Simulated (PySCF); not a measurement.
**NMR shielding calculation, with input and output: C3H10OSi**

C3H10OSi, SMILES C[Si](C)(C)O, computed with GIAO PBE0/pcSseg-1 NMR shielding, non-relativistic, IEF-PCM chloroform (PySCF 2.14.0).

The geometry comes from this level: PBE0-D3(BJ)/def2-SVP. Figures and captions count atoms from 1; the log counts them from 0 in places.

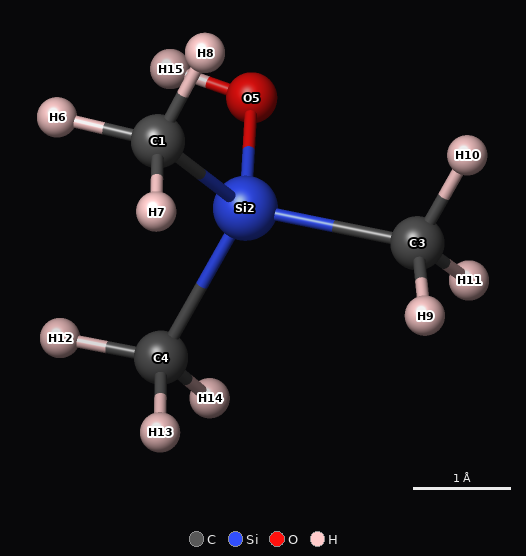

Figure 1. The structure as given in the input (ball-and-stick view, seen at a tilt; atoms are numbered from 1 in the order of the input).

### Results in brief

```tsv
quantity	value
outcome	converged
total energy	−484.755673 hartree
HOMO	−7.95 eV
LUMO	1.12 eV
dipole moment	1.74 D
isotropic shielding, C	183.2 to 185.6 ppm
isotropic shielding, Si	329.3 ppm
isotropic shielding, O	293.4 ppm
isotropic shielding, H	30.1 to 31.4 ppm
hardware	1 CPU thread, shared host
wall time	24 s
peak memory	0.85 GiB
```

### Input
```
{"job": {"xc": "PBE0", "basis": "pcSseg-1", "solvent": "chloroform", "kind": "nmr", "pop": true}, "charge": 0, "multiplicity": 1}
C      1.432819    -0.798079    -0.687834
Si     0.061072     0.029005     0.292908
C     -0.051298     1.846769    -0.119808
C     -1.568317    -0.837820    -0.056808
O      0.408307    -0.022513     1.936166
H      1.530136    -1.865305    -0.430013
H      1.234161    -0.738456    -1.770306
H      2.403048    -0.314355    -0.494129
H     -0.281195     1.999920    -1.186012
H      0.898913     2.357283     0.101043
H     -0.841156     2.332987     0.473464
H     -1.525903    -1.907234     0.206463
H     -1.827776    -0.772034    -1.125984
H     -2.388853    -0.380967     0.518575
H      0.493982    -0.897548     2.323582
```

The first line tells a small driver script what to run in PySCF; the rest is the geometry in Å.

Command:
```bash
OMP_NUM_THREADS=1 python <driver script> task.json out
```

### What the program printed
```
coarse grid: 12168 points
cycle   1  E = -484.5843215464  dE =  1.713e-01  |g| = 8.132e-01  |ddm| = 3.244e+00
cycle   2  E = -484.4869420574  dE =  9.738e-02  |g| = 1.094e+00  |ddm| = 1.560e+00
cycle   3  E = -484.7144583160  dE = -2.275e-01  |g| = 1.240e-01  |ddm| = 1.043e+00
cycle   4  E = -484.7175706360  dE = -3.112e-03  |g| = 2.279e-02  |ddm| = 1.060e-01
cycle   5  E = -484.7176949644  dE = -1.243e-04  |g| = 2.347e-03  |ddm| = 1.814e-02
cycle   6  E = -484.7176958666  dE = -9.023e-07  |g| = 3.908e-04  |ddm| = 2.099e-03
final grid: 110480 points
cycle   7  E = -484.7556554298  dE = -1.991e-05  |g| = 8.853e-03  |ddm| = 1.863e-02
cycle   8  E = -484.7556436903  dE =  1.174e-05  |g| = 1.175e-02  |ddm| = 1.500e-02
cycle   9  E = -484.7556728859  dE = -2.920e-05  |g| = 1.215e-03  |ddm| = 8.928e-03
cycle  10  E = -484.7556731583  dE = -2.725e-07  |g| = 9.144e-05  |ddm| = 9.127e-04
cycle  11  E = -484.7556731599  dE = -1.517e-09  |g| = 1.884e-05  |ddm| = 8.592e-05
cycle  12  E = -484.7556731599  dE = -5.025e-11  |g| = 3.113e-06  |ddm| = 2.094e-05
```

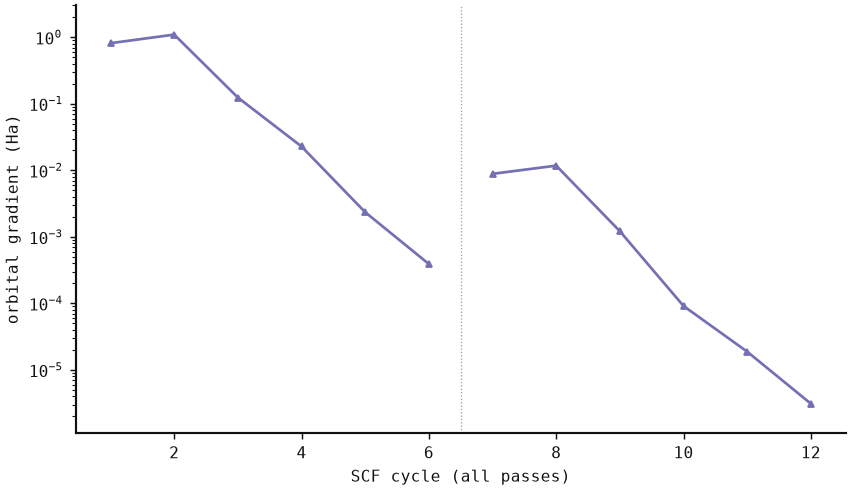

Figure 2. Convergence of the self-consistent field: orbital gradient against the SCF cycle. The dotted line marks the change from a coarse to the final integration grid. The first 6 cycles use a coarse grid, the final grid takes over at cycle 7, and the field converges after 12 cycles in all.

```
converged SCF energy = -484.7556731599

GIAO shielding tensors (ppm)
atom      isotropic    diamagn.    paramagn.     s11        s22        s33       span
  0 C      183.174     257.278     -74.104    175.459    182.311    191.752     16.293
  1 Si     329.327     880.160    -550.832    312.889    318.323    356.769     43.880
  2 C      185.630     256.235     -70.605    178.552    185.595    192.744     14.193
  3 C      183.187     257.274     -74.086    175.438    182.352    191.773     16.335
  4 O      293.403     389.878     -96.475    285.717    287.634    306.858     21.141
  5 H       31.165      31.416      -0.251     27.209     28.737     37.549     10.340
  6 H       31.336      31.917      -0.580     27.459     28.834     37.716     10.257
  7 H       31.074      31.042       0.032     26.960     28.576     37.685     10.725
  8 H       31.384      31.434      -0.050     27.413     28.858     37.880     10.468
  9 H       31.002      30.598       0.404     26.833     28.421     37.752     10.919
 10 H       31.004      30.596       0.407     26.837     28.424     37.750     10.913
 11 H       31.166      31.422      -0.257     27.205     28.737     37.556     10.351
 12 H       31.336      31.917      -0.581     27.460     28.832     37.716     10.256
 13 H       31.076      31.044       0.032     26.968     28.576     37.685     10.717
 14 H       30.150      31.501      -1.351     22.065     24.994     43.389     21.324
```

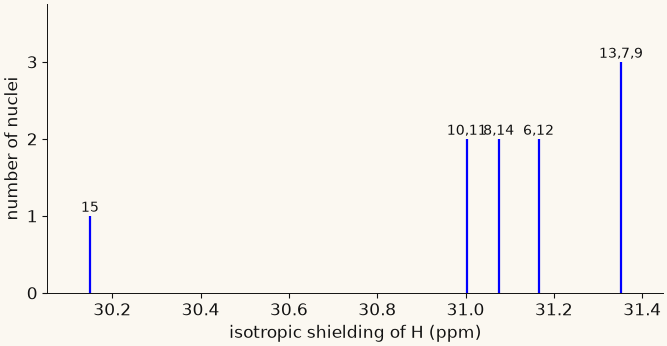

Figure 3. Isotropic shieldings of the hydrogen nuclei in this fixed geometry, labelled by atom number; shielding grows to the right, so chemical shift grows to the left. The least shielded is H15 (30.1 ppm), the most shielded H9 (31.4 ppm).
